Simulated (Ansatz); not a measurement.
# TiAl: an energy map of one atom

Aim: for TiAl, map the energy of atom 1 (Ti) over a plane.

Computed with Ansatz 0.2.0 (DFT LDA, scalar-relativistic, plane waves, PAW, unless a step's input says otherwise).

## Step 1: The structure to begin with

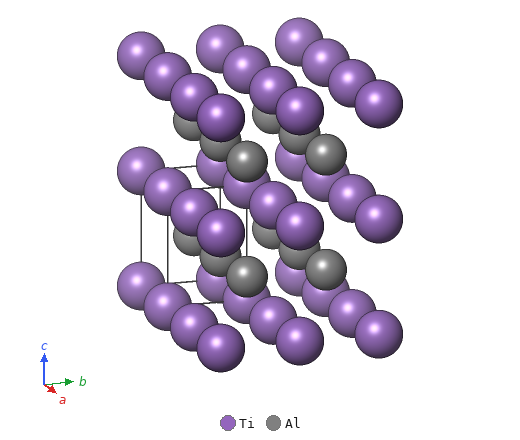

Start, viewed slightly off an axis; titanium purple, aluminium grey. 3×2×2 cells are drawn. Atoms on the faces are drawn again on the opposite ones.

Coordinates:

```xyz
2
Lattice="2.8373 0.0000 0.0000 0.0000 2.8373 0.0000 0.0000 0.0000 4.0591" Properties=species:S:1:pos:R:3 pbc="T T T"
Ti    0.0000    0.0000    0.0000
Al    1.4186    1.4186    2.0295
```

The structure comes from the Crystallography Open Database.

## Step 2: Quick check of gap, pressure and forces

The input, input.yaml:

```yaml
crystal:
  lattice:
    - [2.8373, 0.0, 0.0]
    - [0.0, 2.8373, 0.0]
    - [0.0, 0.0, 4.0591]
  atoms:
    - { symbol: Ti, position: [0.0, 0.0, 0.0] }
    - { symbol: Al, position: [0.5, 0.5, 0.5] }
basis:
  ecutwfc: 420
kpoints:
  mp_grid: { grid: [6, 6, 4] }
hamiltonian:
  xc: lda
scf:
  occupations: { method: gaussian, width: 0.1 }
output:
  forces: true
  stress: true
  eigenvalues: true
```

Command:

```bash
> ansatz run input.yaml --threads 1 --pin off --max-ram 2560MiB --backend cpu --events-out ev --progress --plain --runs-dir out
```

The log of the run (excerpt; [...] marks lines left out):

```text
Warning: RAYON_NUM_THREADS=1 ignored (pool sized by the plan → 1); use --threads N
[...]
Pseudopotentials: kind: paw
Pseudopotential: Ti, paw, valence charge 12, recommended cutoff 420 eV (normal), Ti.paw.azcp
Pseudopotential: Al, paw, valence charge 3, recommended cutoff 420 eV (normal), Al.paw.azcp
Functional definition: SPW92
[...]
Crystal: 2 atoms, lattice volume = 32.677 Å³
Basis set: ecut = 420 eV, 657 PW (Γ)
Bands: 12, of which v1, the nominal top of the filled ones, is band 8 counted from 1 (7 counted from 0)
Symmetry: 16 space group operations
Space group: P4/mmm (ITA 123), of the structure as read, at distance tolerance 3.2e-5 Å
k-points: 30 of 144
[...]
SCF iter   1: F=—  HF=-2963.979780 eV  |F-HF|=—  |Δ(HF+E_count)|=         —  Δρ=5.16e-3  dr2=3.99e-3  ethr=1.77e-3  ⟨swp⟩=5.1  Hψ=1843  notcnv=0
[...]
SCF iter   6: F=-2963.978845 eV  HF=-2963.978845 eV  |F-HF|=6.32e-10  |Δ(HF+E_count)|=   2.21e-9  Δρ=1.18e-6  dr2=8.13e-10  ethr=1.08e-10  ⟨swp⟩=1.9  Hψ=1156  notcnv=0
[...]
SCF converged after 6 iterations
Free energy (F): -2963.978845 eV
[...]
E sigma→0 (E₀):  -2963.975150 eV
Entropy (-TS):   -0.007390 eV (-3.695 meV/atom)
Fermi energy:    10.640461 eV
[...]
--- Forces (eV/Å), atoms counted from 1 ---
  atom   1  Ti    -0.00000000     0.00000000     0.00000000
  atom   2  Al     0.00000000    -0.00000000     0.00000000
[...]
--- Stress (GPa, compression-positive) ---
       -7.515448       0.000000       0.000000
        0.000000      -7.515448       0.000000
        0.000000       0.000000      -6.486170
  P = ⅓ Tr σ = -7.1724 GPa (-71.724 kbar)
--- Band table (eV; the first three rows and the last of 30) ---
  k-point 0: bands = ["-45.5020", "-22.2065", "-21.7692", "-21.7692", "1.6834", "8.7500", "9.7380", "10.3805", "12.6503", "12.6503", "13.7301", "16.7540"]
[...]
```

It took 0.53 s on 1 thread of Intel Xeon 6975P-C (Granite Rapids), shared host; peak memory 0.34 GiB.

The cell is taken as given, not relaxed at this level.

## Step 3: The undisturbed cell

Changes to input.yaml since step 2:

```diff
@@ -11,3 +11,3 @@
 kpoints:
-  mp_grid: { grid: [6, 6, 4] }
+  mp_grid: { grid: [16, 16, 12] }
 hamiltonian:
```

Command:

```bash
> ansatz run input.yaml --threads 1 --pin off --max-ram 2560MiB --backend cpu --events-out ev --progress --plain --runs-dir out
```

The log of the run (excerpt; [...] marks lines left out):

```text
Warning: RAYON_NUM_THREADS=1 ignored (pool sized by the plan → 1); use --threads N
[...]
[... 4 set-up lines as earlier in the session ...]
[...]
Crystal: 2 atoms, lattice volume = 32.677 Å³
Basis set: ecut = 420 eV, 657 PW (Γ)
Bands: 12, of which v1, the nominal top of the filled ones, is band 8 counted from 1 (7 counted from 0)
[... 2 set-up lines as earlier in the session ...]
k-points: 315 of 3072
[...]
SCF iter   1: F=—  HF=-2963.981231 eV  |F-HF|=—  |Δ(HF+E_count)|=         —  Δρ=5.24e-3  dr2=1.08e-2  ethr=1.77e-3  ⟨swp⟩=5.0  Hψ=19213  notcnv=0
[...]
SCF iter   6: F=-2963.979030 eV  HF=-2963.979030 eV  |F-HF|=9.63e-10  |Δ(HF+E_count)|=   1.33e-8  Δρ=2.02e-6  dr2=1.58e-9  ethr=5.87e-10  ⟨swp⟩=2.6  Hψ=13235  notcnv=0
the search or the solves at the SCF's close seem to have found levels that the self-consistency loop had missed (the run counts 1). By its estimate they hold under 1e-12 electrons; where the run keeps them, the occupations were computed again with them
[...]
SCF converged after 6 iterations
Free energy (F): -2963.979030 eV
[...]
E sigma→0 (E₀):  -2963.974270 eV
Entropy (-TS):   -0.009519 eV (-4.759 meV/atom)
Fermi energy:    10.608136 eV
[...]
--- Forces (eV/Å), atoms counted from 1 ---
  atom   1  Ti    -0.00000000    -0.00000000     0.00000000
  atom   2  Al     0.00000000     0.00000000     0.00000000
[...]
--- Stress (GPa, compression-positive) ---
       -7.635368       0.000000       0.000000
        0.000000      -7.635368       0.000000
        0.000000       0.000000      -6.790720
  P = ⅓ Tr σ = -7.3538 GPa (-73.538 kbar)
--- Band table (eV; the first three rows and the last of 315) ---
  k-point 0: bands = ["-45.4359", "-22.1340", "-21.7102", "-21.7102", "1.6715", "8.7842", "9.7816", "10.3785", "12.7037", "12.7037", "13.7810", "16.7815"]
[...]
```

Wall time 4.5 s (1 thread of Intel Xeon 6975P-C (Granite Rapids), shared host); peak memory 0.46 GiB.

Reference values: F = -2963.9790 eV; pressure -7.35 GPa; largest force 0.000 eV/Å; gap on the mesh none (metal).

## Step 4: Next: an energy map of one atom

Atom 1 (Ti) is moved by p along (0.707, 0.707, 0.000) and q along (0.000, 0.000, 1.000) (Å), all else fixed; its images in the other cells move with it. Points alike by symmetry are run once.

## Step 5: Point p = -0.200, q = -0.200

Changes to input.yaml since step 3:

```diff
@@ -6,3 +6,3 @@
   atoms:
-    - { symbol: Ti, position: [0.0, 0.0, 0.0] }
+    - { symbol: Ti, position: [-0.0498436388, -0.0498436388, -0.0492720061] }
     - { symbol: Al, position: [0.5, 0.5, 0.5] }
```

Command:

```bash
> ansatz run input.yaml --threads 1 --pin off --max-ram 2560MiB --backend cpu --events-out ev --progress --plain --runs-dir out
```

The log of the run (excerpt; [...] marks lines left out):

```text
Warning: RAYON_NUM_THREADS=1 ignored (pool sized by the plan → 1); use --threads N
[...]
[... 4 set-up lines as earlier in the session ...]
[...]
Crystal: 2 atoms, lattice volume = 32.677 Å³
Basis set: ecut = 420 eV, 657 PW (Γ)
Bands: 12, of which v1, the nominal top of the filled ones, is band 8 counted from 1 (7 counted from 0)
Symmetry: 2 space group operations
Space group: Cm (ITA 8), of the structure as read, at distance tolerance 3.2e-5 Å
k-points: 826 of 3072 (time reversal used)
[...]
SCF iter   1: F=—  HF=-2963.790145 eV  |F-HF|=—  |Δ(HF+E_count)|=         —  Δρ=5.32e-3  dr2=1.18e-2  ethr=1.77e-3  ⟨swp⟩=5.0  Hψ=50518  notcnv=0
[...]
SCF iter   7: F=-2963.787670 eV  HF=-2963.787670 eV  |F-HF|=1.47e-9  |Δ(HF+E_count)|=   3.27e-8  Δρ=2.57e-6  dr2=2.64e-9  ethr=6.67e-10  ⟨swp⟩=5.1  Hψ=38627  notcnv=0
[...]
SCF converged after 7 iterations
Free energy (F): -2963.787670 eV
[...]
E sigma→0 (E₀):  -2963.782773 eV
Entropy (-TS):   -0.009794 eV (-4.897 meV/atom)
Fermi energy:    10.593177 eV
[...]
--- Forces (eV/Å), atoms counted from 1 ---
  atom   1  Ti     0.63954138     0.63954138     1.13108943
  atom   2  Al    -0.63953882    -0.63953882    -1.13110016
[...]
--- Stress (GPa, compression-positive) ---
       -5.444504       0.748614       2.244748
        0.748614      -5.444504       2.244748
        2.244748       2.244748      -2.826586
  P = ⅓ Tr σ = -4.5719 GPa (-45.719 kbar)
--- Band table (eV; the first three rows and the last of 826) ---
  k-point 0: bands = ["-45.4109", "-22.1121", "-21.6945", "-21.6939", "1.6844", "8.6712", "9.7373", "10.5169", "12.6805", "12.6915", "13.7721", "16.6760"]
[...]
```

Run time: 16 s. Hardware: 1 thread of Intel Xeon 6975P-C (Granite Rapids), shared host; peak memory 0.72 GiB.

## Step 6: Point p = -0.200, q = 0.000

Changes to input.yaml since step 5:

```diff
@@ -6,3 +6,3 @@
   atoms:
-    - { symbol: Ti, position: [-0.0498436388, -0.0498436388, -0.0492720061] }
+    - { symbol: Ti, position: [-0.0498436388, -0.0498436388, 0.0] }
     - { symbol: Al, position: [0.5, 0.5, 0.5] }
```

Command:

```bash
> ansatz run input.yaml --threads 1 --pin off --max-ram 2560MiB --backend cpu --events-out ev --progress --plain --runs-dir out
```

The log of the run (excerpt; [...] marks lines left out):

```text
Warning: RAYON_NUM_THREADS=1 ignored (pool sized by the plan → 1); use --threads N
[...]
[... 4 set-up lines as earlier in the session ...]
[...]
Crystal: 2 atoms, lattice volume = 32.677 Å³
Basis set: ecut = 420 eV, 657 PW (Γ)
Bands: 12, of which v1, the nominal top of the filled ones, is band 8 counted from 1 (7 counted from 0)
Symmetry: 4 space group operations
Space group: Amm2 (ITA 38), of the structure as read, at distance tolerance 3.2e-5 Å
k-points: 511 of 3072 (time reversal used)
[...]
SCF iter   1: F=—  HF=-2963.900436 eV  |F-HF|=—  |Δ(HF+E_count)|=         —  Δρ=5.10e-3  dr2=1.06e-2  ethr=1.77e-3  ⟨swp⟩=5.0  Hψ=31160  notcnv=0
[...]
SCF iter   6: F=-2963.898334 eV  HF=-2963.898334 eV  |F-HF|=1.11e-9  |Δ(HF+E_count)|=   2.15e-8  Δρ=2.73e-6  dr2=1.80e-9  ethr=6.66e-10  ⟨swp⟩=2.6  Hψ=22470  notcnv=0
the search or the solves at the SCF's close seem to have found levels that the self-consistency loop had missed (the run counts 1). By its estimate they hold under 1e-12 electrons; where the run keeps them, the occupations were computed again with them
[...]
SCF converged after 6 iterations
Free energy (F): -2963.898334 eV
[...]
E sigma→0 (E₀):  -2963.893461 eV
Entropy (-TS):   -0.009746 eV (-4.873 meV/atom)
Fermi energy:    10.593120 eV
[...]
--- Forces (eV/Å), atoms counted from 1 ---
  atom   1  Ti     0.57478624     0.57478624     0.00000000
  atom   2  Al    -0.57477084    -0.57477084     0.00000000
[...]
--- Stress (GPa, compression-positive) ---
       -7.159651       0.607133       0.000000
        0.607133      -7.159651       0.000000
        0.000000       0.000000      -4.829779
  P = ⅓ Tr σ = -6.3830 GPa (-63.830 kbar)
--- Band table (eV; the first three rows and the last of 511) ---
  k-point 0: bands = ["-45.4299", "-22.1291", "-21.7071", "-21.7070", "1.6725", "8.7764", "9.7724", "10.3680", "12.7079", "12.7162", "13.7812", "16.7254"]
[...]
```

Run time: 11 s. Hardware: 1 thread of Intel Xeon 6975P-C (Granite Rapids), shared host; peak memory 0.58 GiB.

## Step 7: Point p = 0.000, q = -0.200

Changes to input.yaml since step 6:

```diff
@@ -6,3 +6,3 @@
   atoms:
-    - { symbol: Ti, position: [-0.0498436388, -0.0498436388, 0.0] }
+    - { symbol: Ti, position: [0.0, 0.0, -0.0492720061] }
     - { symbol: Al, position: [0.5, 0.5, 0.5] }
```

Command:

```bash
> ansatz run input.yaml --threads 1 --pin off --max-ram 2560MiB --backend cpu --events-out ev --progress --plain --runs-dir out
```

The log of the run (excerpt; [...] marks lines left out):

```text
Warning: RAYON_NUM_THREADS=1 ignored (pool sized by the plan → 1); use --threads N
[...]
[... 4 set-up lines as earlier in the session ...]
[...]
Crystal: 2 atoms, lattice volume = 32.677 Å³
Basis set: ecut = 420 eV, 657 PW (Γ)
Bands: 12, of which v1, the nominal top of the filled ones, is band 8 counted from 1 (7 counted from 0)
Symmetry: 8 space group operations
Space group: P4mm (ITA 99), of the structure as read, at distance tolerance 3.2e-5 Å
k-points: 315 of 3072 (time reversal used)
[...]
SCF iter   1: F=—  HF=-2963.879747 eV  |F-HF|=—  |Δ(HF+E_count)|=         —  Δρ=5.41e-3  dr2=1.19e-2  ethr=1.77e-3  ⟨swp⟩=5.0  Hψ=19240  notcnv=0
[...]
SCF iter   7: F=-2963.877276 eV  HF=-2963.877276 eV  |F-HF|=2.33e-9  |Δ(HF+E_count)|=   5.16e-8  Δρ=2.89e-6  dr2=3.75e-9  ethr=6.67e-10  ⟨swp⟩=5.3  Hψ=15922  notcnv=0
[...]
SCF converged after 7 iterations
Free energy (F): -2963.877276 eV
[...]
E sigma→0 (E₀):  -2963.872349 eV
Entropy (-TS):   -0.009854 eV (-4.927 meV/atom)
Fermi energy:    10.610829 eV
[...]
--- Forces (eV/Å), atoms counted from 1 ---
  atom   1  Ti     0.00000000     0.00000000     1.03853375
  atom   2  Al     0.00000000     0.00000000    -1.03854658
[...]
--- Stress (GPa, compression-positive) ---
       -5.982971       0.000000      -0.000000
        0.000000      -5.982971       0.000000
       -0.000000       0.000000      -4.846530
  P = ⅓ Tr σ = -5.6042 GPa (-56.042 kbar)
--- Band table (eV; the first three rows and the last of 315) ---
  k-point 0: bands = ["-45.4165", "-22.1159", "-21.6971", "-21.6971", "1.6823", "8.6788", "9.7480", "10.5279", "12.6806", "12.6806", "13.7712", "16.7247"]
[...]
```

Run time: 5.4 s. Hardware: 1 thread of Intel Xeon 6975P-C (Granite Rapids), shared host; peak memory 0.49 GiB.

## Step 8: p = -0.200, q = -0.100

Changes to input.yaml since step 7:

```diff
@@ -6,3 +6,3 @@
   atoms:
-    - { symbol: Ti, position: [0.0, 0.0, -0.0492720061] }
+    - { symbol: Ti, position: [-0.0498436388, -0.0498436388, -0.0246360031] }
     - { symbol: Al, position: [0.5, 0.5, 0.5] }
```

Command:

```bash
> ansatz run input.yaml --threads 1 --pin off --max-ram 2560MiB --backend cpu --events-out ev --progress --plain --runs-dir out
```

The log of the run (excerpt; [...] marks lines left out):

```text
[...]
SCF converged after 6 iterations
Free energy (F): -2963.871074 eV
[...]
E sigma→0 (E₀):  -2963.866175 eV
Entropy (-TS):   -0.009797 eV (-4.899 meV/atom)
Fermi energy:    10.593248 eV
[...]
--- Forces (eV/Å), atoms counted from 1 ---
  atom   1  Ti     0.59052866     0.59052866     0.54744279
  atom   2  Al    -0.59053365    -0.59053365    -0.54741804
[...]
--- Stress (GPa, compression-positive) ---
       -6.742282       0.641488       1.108892
        0.641488      -6.742282       1.108892
        1.108892       1.108892      -4.298771
  P = ⅓ Tr σ = -5.9278 GPa (-59.278 kbar)
--- Band table (eV; the first three rows and the last of 826) ---
  k-point 0: bands = ["-45.4246", "-22.1246", "-21.7032", "-21.7032", "1.6755", "8.7487", "9.7643", "10.4070", "12.7013", "12.7103", "13.7796", "16.7130"]
[...]
```

It took 13 s on 1 thread of Intel Xeon 6975P-C (Granite Rapids), shared host; peak memory 0.72 GiB.

## Step 9: p = -0.100, q = -0.200

Changes to input.yaml since step 8:

```diff
@@ -6,3 +6,3 @@
   atoms:
-    - { symbol: Ti, position: [-0.0498436388, -0.0498436388, -0.0246360031] }
+    - { symbol: Ti, position: [-0.0249218194, -0.0249218194, -0.0492720061] }
     - { symbol: Al, position: [0.5, 0.5, 0.5] }
```

Command:

```bash
> ansatz run input.yaml --threads 1 --pin off --max-ram 2560MiB --backend cpu --events-out ev --progress --plain --runs-dir out
```

The log of the run (excerpt; [...] marks lines left out):

```text
[...]
SCF converged after 7 iterations
Free energy (F): -2963.855033 eV
[...]
E sigma→0 (E₀):  -2963.850121 eV
Entropy (-TS):   -0.009824 eV (-4.912 meV/atom)
Fermi energy:    10.606370 eV
[...]
--- Forces (eV/Å), atoms counted from 1 ---
  atom   1  Ti     0.31531714     0.31531714     1.06120279
  atom   2  Al    -0.31531556    -0.31531556    -1.06121442
[...]
--- Stress (GPa, compression-positive) ---
       -5.845489       0.189698       1.102800
        0.189698      -5.845489       1.102800
        1.102800       1.102800      -4.346414
  P = ⅓ Tr σ = -5.3458 GPa (-53.458 kbar)
--- Band table (eV; the first three rows and the last of 826) ---
  k-point 0: bands = ["-45.4150", "-22.1148", "-21.6964", "-21.6963", "1.6828", "8.6769", "9.7453", "10.5251", "12.6805", "12.6835", "13.7714", "16.7119"]
[...]
```

It took 15 s on 1 thread of Intel Xeon 6975P-C (Granite Rapids), shared host; peak memory 0.71 GiB.

## Step 10: At p = -0.100, q = 0.000

Changes to input.yaml since step 9:

```diff
@@ -6,3 +6,3 @@
   atoms:
-    - { symbol: Ti, position: [-0.0249218194, -0.0249218194, -0.0492720061] }
+    - { symbol: Ti, position: [-0.0249218194, -0.0249218194, 0.0] }
     - { symbol: Al, position: [0.5, 0.5, 0.5] }
```

Command:

```bash
> ansatz run input.yaml --threads 1 --pin off --max-ram 2560MiB --backend cpu --events-out ev --progress --plain --runs-dir out
```

The log of the run (excerpt; [...] marks lines left out):

```text
[...]
SCF converged after 6 iterations
Free energy (F): -2963.958973 eV
[...]
E sigma→0 (E₀):  -2963.954188 eV
Entropy (-TS):   -0.009569 eV (-4.785 meV/atom)
Fermi energy:    10.604106 eV
[...]
--- Forces (eV/Å), atoms counted from 1 ---
  atom   1  Ti     0.28423239     0.28423239     0.00000000
  atom   2  Al    -0.28422201    -0.28422201     0.00000000
[...]
--- Stress (GPa, compression-positive) ---
       -7.512107       0.157171       0.000000
        0.157171      -7.512107       0.000000
        0.000000       0.000000      -6.308094
  P = ⅓ Tr σ = -7.1108 GPa (-71.108 kbar)
--- Band table (eV; the first three rows and the last of 511) ---
  k-point 0: bands = ["-45.4345", "-22.1328", "-21.7095", "-21.7095", "1.6718", "8.7821", "9.7791", "10.3758", "12.7047", "12.7069", "13.7809", "16.7667"]
[...]
```

It took 9.6 s on 1 thread of Intel Xeon 6975P-C (Granite Rapids), shared host; peak memory 0.58 GiB.

## Step 11: Point p = 0.000, q = -0.100

Changes to input.yaml since step 10:

```diff
@@ -6,3 +6,3 @@
   atoms:
-    - { symbol: Ti, position: [-0.0249218194, -0.0249218194, 0.0] }
+    - { symbol: Ti, position: [0.0, 0.0, -0.0246360031] }
     - { symbol: Al, position: [0.5, 0.5, 0.5] }
```

Command:

```bash
> ansatz run input.yaml --threads 1 --pin off --max-ram 2560MiB --backend cpu --events-out ev --progress --plain --runs-dir out
```

The log of the run (excerpt; [...] marks lines left out):

```text
[...]
SCF converged after 6 iterations
Free energy (F): -2963.953949 eV
[...]
E sigma→0 (E₀):  -2963.949124 eV
Entropy (-TS):   -0.009650 eV (-4.825 meV/atom)
Fermi energy:    10.608464 eV
[...]
--- Forces (eV/Å), atoms counted from 1 ---
  atom   1  Ti     0.00000000     0.00000000     0.50392900
  atom   2  Al     0.00000000     0.00000000    -0.50391124
[...]
--- Stress (GPa, compression-positive) ---
       -7.231852       0.000000      -0.000000
        0.000000      -7.231852       0.000000
        0.000000       0.000000      -6.279859
  P = ⅓ Tr σ = -6.9145 GPa (-69.145 kbar)
--- Band table (eV; the first three rows and the last of 315) ---
  k-point 0: bands = ["-45.4308", "-22.1294", "-21.7066", "-21.7066", "1.6742", "8.7562", "9.7736", "10.4177", "12.6980", "12.6980", "13.7789", "16.7671"]
[...]
```

Wall time 4.9 s (1 thread of Intel Xeon 6975P-C (Granite Rapids), shared host); peak memory 0.49 GiB.

## Step 12: At p = -0.100, q = -0.100

Changes to input.yaml since step 11:

```diff
@@ -6,3 +6,3 @@
   atoms:
-    - { symbol: Ti, position: [0.0, 0.0, -0.0246360031] }
+    - { symbol: Ti, position: [-0.0249218194, -0.0249218194, -0.0246360031] }
     - { symbol: Al, position: [0.5, 0.5, 0.5] }
```

Command:

```bash
> ansatz run input.yaml --threads 1 --pin off --max-ram 2560MiB --backend cpu --events-out ev --progress --plain --runs-dir out
```

The log of the run (excerpt; [...] marks lines left out):

```text
Warning: RAYON_NUM_THREADS=1 ignored (pool sized by the plan → 1); use --threads N
[...]
[... 4 set-up lines as earlier in the session ...]
[...]
Crystal: 2 atoms, lattice volume = 32.677 Å³
Basis set: ecut = 420 eV, 657 PW (Γ)
Bands: 12, of which v1, the nominal top of the filled ones, is band 8 counted from 1 (7 counted from 0)
[... 2 set-up lines as earlier in the session ...]
k-points: 826 of 3072 (time reversal used)
[...]
SCF iter   1: F=—  HF=-2963.935627 eV  |F-HF|=—  |Δ(HF+E_count)|=         —  Δρ=5.26e-3  dr2=1.13e-2  ethr=1.77e-3  ⟨swp⟩=5.0  Hψ=50358  notcnv=0
[...]
SCF iter   6: F=-2963.933349 eV  HF=-2963.933349 eV  |F-HF|=7.34e-9  |Δ(HF+E_count)|=   1.54e-7  Δρ=1.20e-5  dr2=2.26e-8  ethr=6.67e-10  ⟨swp⟩=3.3  Hψ=35382  notcnv=0
[...]
SCF converged after 6 iterations
Free energy (F): -2963.933349 eV
[...]
E sigma→0 (E₀):  -2963.928502 eV
Entropy (-TS):   -0.009693 eV (-4.846 meV/atom)
Fermi energy:    10.604483 eV
[...]
--- Forces (eV/Å), atoms counted from 1 ---
  atom   1  Ti     0.29188974     0.29188974     0.51464493
  atom   2  Al    -0.29189217    -0.29189217    -0.51462356
[...]
--- Stress (GPa, compression-positive) ---
       -7.105780       0.163555       0.544673
        0.163555      -7.105780       0.544673
        0.544673       0.544673      -5.790823
  P = ⅓ Tr σ = -6.6675 GPa (-66.675 kbar)
--- Band table (eV; the first three rows and the last of 826) ---
  k-point 0: bands = ["-45.4293", "-22.1282", "-21.7058", "-21.7058", "1.6746", "8.7543", "9.7711", "10.4149", "12.6988", "12.7012", "13.7790", "16.7528"]
[...]
```

Run time: 14 s. Hardware: 1 thread of Intel Xeon 6975P-C (Granite Rapids), shared host; peak memory 0.72 GiB.

## Step 13: Results of the scan

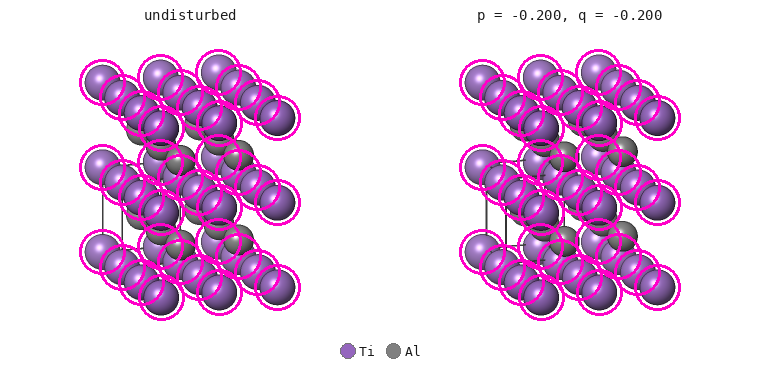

The undisturbed cell and the costliest point of the scan, at one scale, with neighbouring cells. Atom 1 and its images are ringed.

Energy above the undisturbed cell in eV/cell; points alike by symmetry are filled in, and a dash was not computed:

```
 p \ q  -0.200  -0.100  0.000  0.100  0.200
-0.200   0.191   0.108  0.081  0.108  0.191
-0.100   0.124   0.046  0.020  0.046  0.124
 0.000   0.102   0.025  0.000  0.025  0.102
 0.100   0.124   0.046  0.020  0.046  0.124
 0.200   0.191   0.108  0.081  0.108  0.191
```

Pressure in GPa:

```csv
p \ q,-0.200,-0.100,0.000,0.100,0.200
-0.200,-4.6,-5.9,-6.4,-5.9,-4.6
-0.100,-5.3,-6.7,-7.1,-6.7,-5.3
0.000,-5.6,-6.9,-7.4,-6.9,-5.6
0.100,-5.3,-6.7,-7.1,-6.7,-5.3
0.200,-4.6,-5.9,-6.4,-5.9,-4.6
```

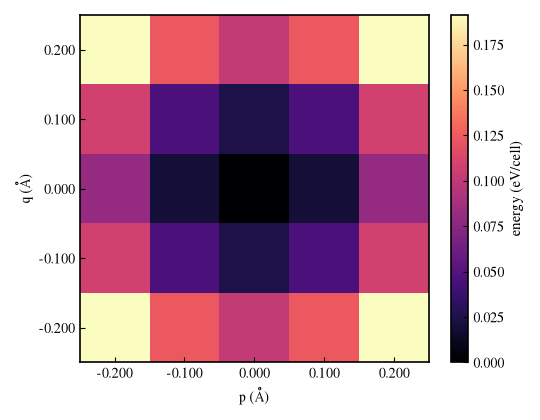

The energy map; blank cells were not computed.

## Step 14: What came out

| quantity | value |
| --- | --- |
| highest point | 0.191 eV/cell at (p, q) = (-0.200, -0.200) |
| lowest point away from the origin | 0.020 eV/cell at (-0.100, 0.000) |

What this shows: Cutoff, mesh or smearing here differ from converged choices, so read the numbers with care. The undisturbed cell is the lowest computed point. Read as harmonic, the points at ±0.100 Å give force constants of 4.01 eV/Å² along p and 5.02 eV/Å² along q: the atom moves more easily along p.
